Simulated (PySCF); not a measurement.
**[Yb(P5)]2+: forces at shaken geometries**

How stiff is [Yb(P5)]2+? Its atoms are displaced at random by several amounts. The structure is generated, not taken from experiment.

The runs use PySCF 2.14.0; BP86, Yb lcecp-1-SVP with ECP59, P def2-SVP; scalar-relativistic core potentials, no spin–orbit coupling.

3 further runs of the same task are left out: 2 for a known fault of the program, 1 that didn't finish.

## (1) Starting geometry

6 atoms, charge 2, spin multiplicity 1.

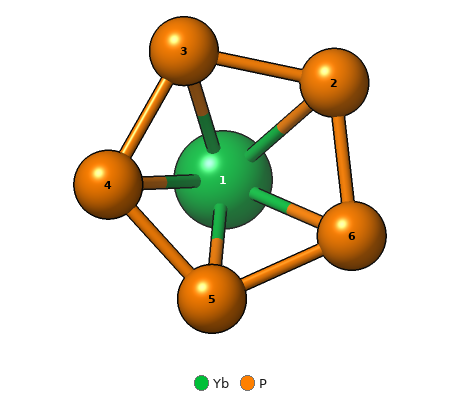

The structure; ytterbium green, phosphorus orange; atoms are numbered from 1 in the order of the file.

Coordinates:

```xyz
6
charge 2, multiplicity 1
Yb    0.0000    0.0000   -1.0178
P     1.8604    0.0000    1.1573
P     0.5749    1.7694    1.1573
P    -1.5051    1.0935    1.1573
P    -1.5051   -1.0935    1.1573
P     0.5749   -1.7693    1.1573
```

Formal oxidation states: Yb +3. Each metal's 13 4f electrons lie in its core potential, so multiplicities, spins and levels count the valence alone. An earlier session relaxed this geometry at BP86, Yb lcecp-1-SVP with ECP59, P def2-SVP (singlet, point group C5v).

Its energy there is -1745.278375 Eh.

## (2) Atoms moved at random, σ = 0.03 Å

The input, run.py (the lines that set the calculation):

```python
mol = gto.M(atom='''
Yb    -0.03652    -0.00595    -1.05453
P      1.86419     0.03392     1.15831
P      0.55595     1.77180     1.13211
P     -1.49979     1.10653     1.12164
P     -1.47637    -1.13453     1.20296
P      0.59254    -1.77176     1.20816''',
    basis={'Yb': 'lcecp-1-SVP', 'P': 'def2-SVP'},
    ecp={'Yb': 'lcecp-1-SVP'},
    charge=2, spin=0)
mf = dft.RKS(mol, xc='B88,P86')
mf.grids.atom_grid = (50, 194)  # f atoms: unpruned, at least (60, 302)
mf = mf.density_fit()  # fitting sets: Yb AutoAux, P def2-universal-JKFIT
mf.conv_tol = 1e-08; mf.max_cycle = 55
mf.kernel(dm0)  # dm0: the density of the relaxed state
```

Started as:

```sh
OMP_NUM_THREADS=2 python run.py
```

## (3) Atoms moved at random, σ = 0.15 Å

The input, run.py (the lines that set the calculation):

```python
mol = gto.M(atom='''
Yb    -0.09411    -0.09976    -1.08230
P      1.87629     0.06606     1.03309
P      0.55196     1.89608     1.23870
P     -1.52609     0.99119     1.13693
P     -1.47191    -0.96293     1.22361
P      0.66386    -1.89065     1.21864''',
    basis={'Yb': 'lcecp-1-SVP', 'P': 'def2-SVP'},
    ecp={'Yb': 'lcecp-1-SVP'},
    charge=2, spin=0)
mf = dft.RKS(mol, xc='B88,P86')
mf.grids.atom_grid = (50, 194)  # f atoms: unpruned, at least (60, 302)
mf = mf.density_fit()  # fitting sets: Yb AutoAux, P def2-universal-JKFIT
mf.conv_tol = 1e-08; mf.max_cycle = 55
mf.kernel(dm0)  # dm0: the density of the relaxed state
```

## (4) Atoms moved at random, σ = 0.03 Å

The input, run.py (the lines that set the calculation):

```python
mol = gto.M(atom='''
Yb    -0.03036    -0.03612    -1.05032
P      1.85818     0.05312     1.17526
P      0.56936     1.75348     1.20888
P     -1.52673     1.07793     1.16278
P     -1.48805    -1.10112     1.11581
P      0.61759    -1.74730     1.15625''',
    basis={'Yb': 'lcecp-1-SVP', 'P': 'def2-SVP'},
    ecp={'Yb': 'lcecp-1-SVP'},
    charge=2, spin=0)
mf = dft.RKS(mol, xc='B88,P86')
mf.grids.atom_grid = (50, 194)  # f atoms: unpruned, at least (60, 302)
mf = mf.density_fit()  # fitting sets: Yb AutoAux, P def2-universal-JKFIT
mf.conv_tol = 1e-08; mf.max_cycle = 55
mf.kernel(dm0)  # dm0: the density of the relaxed state
```

Q: Predict the outcome of this session. Wanted: for each run, σ; energy rise; harmonic estimate −½ F·u; largest force component.

**Answer**, as computed:

| σ (Å) | energy rise (eV) | harmonic estimate −½ F·u (eV) | largest force component (eV/Å) |
| --- | --- | --- | --- |
| 0.03 | 0.030 | 0.030 | 0.50 |
| 0.15 | 0.771 | 0.827 | 4.48 |
| 0.03 | 0.029 | 0.029 | 0.50 |

Every displacement raises the energy. For a harmonic well the rise equals −½ F·u; the two differ by at most 7 % here (a move with σ = 0.15 Å), from anharmonicity, the grid and the small forces left at the relaxed point. These are double-zeta-type bases without diffuse functions. Spin–orbit coupling is left out.
